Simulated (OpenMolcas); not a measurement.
**Relativistic diatomic calculation for SC⁻ (part 2 of 2)**

Continued. System: SC⁻. Method: SA-CASSCF(9,7)/XMS-CASPT2 + RASSI spin-orbit (X2C scalar, AMFI), ANO-RCC-VTZP (OpenMolcas).

**Log (extracts), continued**
```
++ Dipole transition strengths (spin-free states):
     for osc. strength at least  1.00000000E-05
      From   To        Osc. strength     Einstein coefficients Ax, Ay, Az (sec-1)    Total A (sec-1)
         1   10       1.25603589E-03  5.64501854E+05  8.32350571E+03  0.00000000E+00  5.72825360E+05
         1   11       6.72287029E-03  1.37411347E+06  3.96010724E+06  0.00000000E+00  5.33422071E+06
         1   12       6.72731431E-03  3.96486553E+06  1.38269187E+06  0.00000000E+00  5.34755741E+06
         1   13       7.39638191E-03  1.12179827E+05  7.43197178E+06  0.00000000E+00  7.54415161E+06
         1   14       1.02817761E-02  1.07245589E+07  1.59894913E+05  0.00000000E+00  1.08844538E+07
         1    8       1.51099015E-04  0.00000000E+00  0.00000000E+00  2.43820680E+05  2.43820680E+05
         2   10       1.25604379E-03  8.32346680E+03  5.64505495E+05  0.00000000E+00  5.72828962E+05
         2   11       6.72286868E-03  3.96010722E+06  1.37411222E+06  0.00000000E+00  5.33421944E+06
         2   12       6.72730975E-03  1.38269196E+06  3.96486182E+06  0.00000000E+00  5.34755378E+06
         2   13       7.39638224E-03  7.43197204E+06  1.12179906E+05  0.00000000E+00  7.54415195E+06
         2   14       1.02817728E-02  1.59895038E+05  1.07245553E+07  0.00000000E+00  1.08844503E+07
         2    7       1.51098990E-04  0.00000000E+00  0.00000000E+00  2.43820639E+05  2.43820639E+05
         9   15       2.98081812E-03  1.72583087E+05  2.92422876E+03  0.00000000E+00  1.75507316E+05
         9   16       2.98081816E-03  2.92422870E+03  1.72583089E+05  0.00000000E+00  1.75507318E+05
        11    3       5.80927816E-04  4.56221296E+03  1.55071147E+03  0.00000000E+00  6.11292443E+03
        11    4       5.80927916E-04  1.55071195E+03  4.56221354E+03  0.00000000E+00  6.11292549E+03
        11    5       9.62544106E-04  1.67912072E+04  3.97067934E+04  0.00000000E+00  5.64980006E+04
        11    6       9.62544020E-04  3.97067881E+04  1.67912075E+04  0.00000000E+00  5.64979956E+04
        11    7       2.37079045E-04  3.06591810E+04  3.49218180E+03  0.00000000E+00  3.41513628E+04
        11    8       2.37079081E-04  3.49218356E+03  3.06591844E+04  0.00000000E+00  3.41513679E+04
        12    3       4.94254096E-04  1.01680932E+03  4.10143716E+03  0.00000000E+00  5.11824648E+03
        12    4       4.94254119E-04  4.10143605E+03  1.01681067E+03  0.00000000E+00  5.11824672E+03
        12    5       1.22087566E-03  5.59509116E+04  1.52270400E+04  0.00000000E+00  7.11779517E+04
        12    6       1.22087578E-03  1.52270397E+04  5.59509189E+04  0.00000000E+00  7.11779585E+04
        12    7       1.32337351E-04  4.15260218E+03  1.48285590E+04  0.00000000E+00  1.89811612E+04
        12    8       1.32337475E-04  1.48285767E+04  4.15260225E+03  0.00000000E+00  1.89811789E+04
         3   13       6.62722955E-05  6.89862447E+00  1.13744709E+01  0.00000000E+00  1.82730954E+01
         3   14       6.72897245E-05  5.36633243E+01  3.14055443E+01  0.00000000E+00  8.50688685E+01
         4   13       6.62722907E-05  1.13744699E+01  6.89862416E+00  0.00000000E+00  1.82730940E+01
         4   14       6.72897220E-05  3.14055602E+01  5.36633052E+01  0.00000000E+00  8.50688653E+01
        13    7       4.88218670E-05  3.30920802E+03  1.60686119E-01  0.00000000E+00  3.30936871E+03
        13    8       4.88218651E-05  1.60682877E-01  3.30920790E+03  0.00000000E+00  3.30936858E+03
        14    7       1.58750376E-03  7.01833997E+01  9.24429233E+04  0.00000000E+00  9.25131067E+04
        14    8       1.58750334E-03  9.24428984E+04  7.01834118E+01  0.00000000E+00  9.25130818E+04
 Electric-quadrupole - electric-quadrupole not included
 Electric-dipole - electric-octupole not included
 Electric-dipole - magnetic-quadrupole not included
   Eigenvalues of complex Hamiltonian:
  (Shifted by EMIN (a.u.) =       -436.7626241939)
 SO State       Relative EMIN(au)   Rel lowest level(eV)    D:o, cm**(-1)      Omega
     1            -0.0002508876        0.0000000000              0.0000         0.5
     2            -0.0002508876        0.0000000000              0.0000         0.5
     3             0.0002443877        0.0134771282            108.7004         1.5
     4             0.0002443877        0.0134771282            108.7004         1.5
     5             0.1079470980        2.9442171790          23746.7130         0.5
     6             0.1079470980        2.9442171790          23746.7130         0.5
     7             0.1079513268        2.9443322506          23747.6411         1.5
     8             0.1079513268        2.9443322506          23747.6411         1.5
     9             0.1191394827        3.2487774810          26203.1575         0.5
    10             0.1191394827        3.2487774810          26203.1575         0.5
    11             0.1500678955        4.0903824691          32991.1595         2.5
    12             0.1500678955        4.0903824691          32991.1595         2.5
    13             0.1505221307        4.1027428361          33090.8526         1.5
    14             0.1505221307        4.1027428361          33090.8526         1.5
    15             0.1509811859        4.1152343645          33191.6036         0.5
    16             0.1509811859        4.1152343645          33191.6036         0.5
    17             0.1514462352        4.1278890017          33293.6701         0.5
    18             0.1514462352        4.1278890017          33293.6701         0.5
    19             0.1571218501        4.2823303503          34539.3236         1.8
    20             0.1571218501        4.2823303503          34539.3236         1.8
    21             0.1572981167        4.2871268099          34578.0097         2.3
    22             0.1572981167        4.2871268099          34578.0097         2.3
    23             0.1749356372        4.7670681919          38448.9980         0.5
    24             0.1749356372        4.7670681919          38448.9980         0.5
    25             0.1755621928        4.7841176399          38586.5110         1.5
    26             0.1755621928        4.7841176399          38586.5110         1.5
    27             0.1781697642        4.8550732707          39158.8068         0.5
    28             0.1781697642        4.8550732707          39158.8068         0.5
    29             0.1815365805        4.9466890114          39897.7376         0.5
    30             0.1815365805        4.9466890114          39897.7376         0.5
    31             0.1992057424        5.4274914001          43775.6704         3.5
    32             0.1992057424        5.4274914001          43775.6704         3.5
    33             0.2005760012        5.4647780396          44076.4074         2.5
    34             0.2005760012        5.4647780396          44076.4074         2.5
    35             0.2237021073        6.0940714463          49152.0010         1.5
    36             0.2237021073        6.0940714463          49152.0010         1.5
    37             0.2245241679        6.1164408551          49332.4225         0.5
    38             0.2245241679        6.1164408551          49332.4225         0.5
 Weights of the five most important spin-orbit-free states for each spin-orbit state.
 SO State  Total energy (au)           Spin-free states, spin, and weights
    1        -0.000251       1 0.5  0.5000    2 0.5  0.5000   15 1.5  0.0000   16 1.5  0.0000    9 1.5  0.0000
    2        -0.000251       1 0.5  0.5000    2 0.5  0.5000   15 1.5  0.0000   16 1.5  0.0000    9 1.5  0.0000
    3         0.000244       2 0.5  0.5000    1 0.5  0.5000    9 1.5  0.0000   15 1.5  0.0000   16 1.5  0.0000
    4         0.000244       2 0.5  0.5000    1 0.5  0.5000    9 1.5  0.0000   15 1.5  0.0000   16 1.5  0.0000
    5         0.107947       9 1.5  0.9999   15 1.5  0.0000   16 1.5  0.0000   14 0.5  0.0000    3 0.5  0.0000
    6         0.107947       9 1.5  0.9999   15 1.5  0.0000   16 1.5  0.0000   14 0.5  0.0000    3 0.5  0.0000
    7         0.107951       9 1.5  0.9999   16 1.5  0.0000   15 1.5  0.0000    4 0.5  0.0000    3 0.5  0.0000
    8         0.107951       9 1.5  0.9999   16 1.5  0.0000   15 1.5  0.0000    4 0.5  0.0000    3 0.5  0.0000
    9         0.119139      10 0.5  1.0000    9 1.5  0.0000    1 0.5  0.0000    2 0.5  0.0000   16 1.5  0.0000
   10         0.119139      10 0.5  1.0000    9 1.5  0.0000    1 0.5  0.0000    2 0.5  0.0000   16 1.5  0.0000
   11         0.150068      15 1.5  0.5000   16 1.5  0.5000   11 0.5  0.0000   12 0.5  0.0000    5 0.5  0.0000
   12         0.150068      15 1.5  0.5000   16 1.5  0.5000   11 0.5  0.0000   12 0.5  0.0000    5 0.5  0.0000
   13         0.150522      16 1.5  0.4998   15 1.5  0.4998    4 0.5  0.0002    3 0.5  0.0002    9 1.5  0.0000
   14         0.150522      16 1.5  0.4998   15 1.5  0.4998    4 0.5  0.0002    3 0.5  0.0002    9 1.5  0.0000
   15         0.150981      15 1.5  0.4997   16 1.5  0.4997    4 0.5  0.0002    3 0.5  0.0002   13 0.5  0.0001
   16         0.150981      15 1.5  0.4997   16 1.5  0.4997    4 0.5  0.0002    3 0.5  0.0002   13 0.5  0.0001
   17         0.151446      16 1.5  0.4998   15 1.5  0.4998   13 0.5  0.0004    9 1.5  0.0000   14 0.5  0.0000
   18         0.151446      16 1.5  0.4998   15 1.5  0.4998   13 0.5  0.0004    9 1.5  0.0000   14 0.5  0.0000
   19         0.157122      11 0.5  0.9103   12 0.5  0.0893    4 0.5  0.0002    3 0.5  0.0002    5 0.5  0.0000
   20         0.157122      11 0.5  0.9103   12 0.5  0.0893    4 0.5  0.0002    3 0.5  0.0002    5 0.5  0.0000
   21         0.157298      12 0.5  0.9104   11 0.5  0.0894    6 0.5  0.0001    5 0.5  0.0001    3 0.5  0.0000
   22         0.157298      12 0.5  0.9104   11 0.5  0.0894    6 0.5  0.0001    5 0.5  0.0001    3 0.5  0.0000
   23         0.174936       4 0.5  0.4988    3 0.5  0.4988   13 0.5  0.0013   14 0.5  0.0006   15 1.5  0.0002
   24         0.174936       4 0.5  0.4988    3 0.5  0.4988   13 0.5  0.0013   14 0.5  0.0006   15 1.5  0.0002
   25         0.175562       3 0.5  0.4995    4 0.5  0.4995   11 0.5  0.0003   12 0.5  0.0002   15 1.5  0.0002
   26         0.175562       3 0.5  0.4995    4 0.5  0.4995   11 0.5  0.0003   12 0.5  0.0002   15 1.5  0.0002
   27         0.178170      13 0.5  0.9924   14 0.5  0.0060    4 0.5  0.0006    3 0.5  0.0006   15 1.5  0.0002
   28         0.178170      13 0.5  0.9924   14 0.5  0.0060    4 0.5  0.0006    3 0.5  0.0006   15 1.5  0.0002
   29         0.181537      14 0.5  0.9932   13 0.5  0.0059    3 0.5  0.0004    4 0.5  0.0004    7 0.5  0.0001
   30         0.181537      14 0.5  0.9932   13 0.5  0.0059    3 0.5  0.0004    4 0.5  0.0004    7 0.5  0.0001
   31         0.199206       6 0.5  0.5000    5 0.5  0.5000    7 0.5  0.0000    8 0.5  0.0000   14 0.5  0.0000
   32         0.199206       6 0.5  0.5000    5 0.5  0.5000    7 0.5  0.0000    8 0.5  0.0000   14 0.5  0.0000
   33         0.200576       5 0.5  0.4999    6 0.5  0.4999   12 0.5  0.0001   11 0.5  0.0001    7 0.5  0.0000
   34         0.200576       5 0.5  0.4999    6 0.5  0.4999   12 0.5  0.0001   11 0.5  0.0001    7 0.5  0.0000
   35         0.223702       8 0.5  0.4999    7 0.5  0.4999    3 0.5  0.0000    4 0.5  0.0000   11 0.5  0.0000
   36         0.223702       8 0.5  0.4999    7 0.5  0.4999    3 0.5  0.0000    4 0.5  0.0000   11 0.5  0.0000
   37         0.224524       7 0.5  0.4999    8 0.5  0.4999   14 0.5  0.0001    3 0.5  0.0000    4 0.5  0.0000
   38         0.224524       7 0.5  0.4999    8 0.5  0.4999   14 0.5  0.0001    3 0.5  0.0000    4 0.5  0.0000
++ Dipole transition strengths (SO states):
        for osc. strength at least   1.00000000E-05
      From   To        Osc. strength     Einstein coefficients Ax, Ay, Az (sec-1)    Total A (sec-1)
         1    9       1.26041621E-03  2.88623754E+05  2.88625608E+05  0.00000000E+00  5.77249362E+05
         1   19       1.05539978E-02  4.19910718E+06  4.19910573E+06  0.00000000E+00  8.39821291E+06
         1   21       2.88855086E-03  1.15184074E+06  1.15183966E+06  0.00000000E+00  2.30368040E+06
         1   27       8.75585540E-03  4.47785187E+06  4.47785163E+06  0.00000000E+00  8.95570350E+06
         1   29       8.94342656E-03  4.74802279E+06  4.74802104E+06  0.00000000E+00  9.49604383E+06
         1   37       1.48739698E-04  0.00000000E+00  0.00000000E+00  2.41453778E+05  2.41453778E+05
         2   10       1.26041621E-03  2.88623754E+05  2.88625608E+05  0.00000000E+00  5.77249362E+05
         2   20       1.05539978E-02  4.19910718E+06  4.19
```

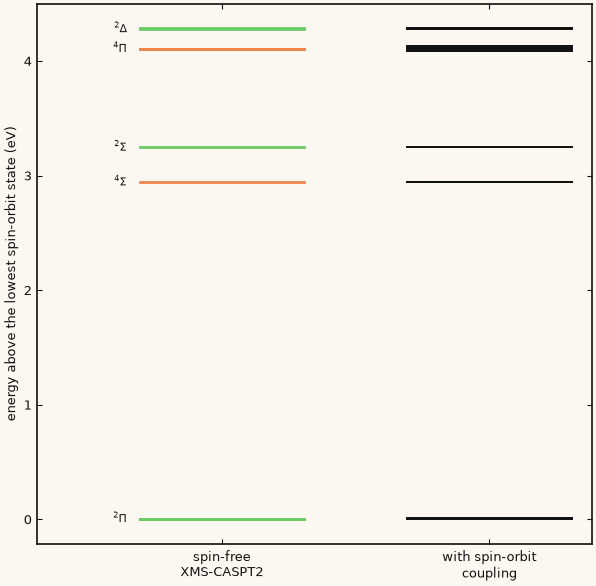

States up to 4.4 eV at 1.656 Å, without spin-orbit coupling (left, a colour for each spin multiplicity) and with it (right, where close levels merge). The spin-free states run ²Π (0.00 eV), ⁴Σ (2.94 eV), ²Σ (3.24 eV), ⁴Π (4.10 eV), ²Δ (4.28 eV) from the lowest. The lowest spin-orbit levels have |Ω| = 1/2 (0 cm⁻¹), 3/2 (109 cm⁻¹), 1/2 (23,747 cm⁻¹), 3/2 (23,748 cm⁻¹), 1/2 (26,203 cm⁻¹).

**Summary**

- outcome: converged; components of a degenerate state are split by 32 cm⁻¹; whether the anion is bound against detachment isn't tested
- lowest spin-free state: ²Π
- lowest spin-orbit level: Ω = 1/2, −436.76288 hartree
- next level: Ω = 3/2, 109 cm⁻¹
- hardware: 1 thread of AMD EPYC (Zen 3), 192 GiB of memory available, shared host
- wall time: 27 s

**Notes**

Limits: the two components of ²Δ at 4.28 eV, degenerate in CASSCF as they must be, are split by 32 cm⁻¹ in XMS-CASPT2, an artefact that passes into its spin-orbit levels; 4 of the 38 spin-orbit states have no clean Ω, so their splittings aren't to be trusted; the run doesn't test whether the anion keeps its extra electron; the basis has no added diffuse functions, and states above the detachment threshold, which may include the lowest, are held only by it.
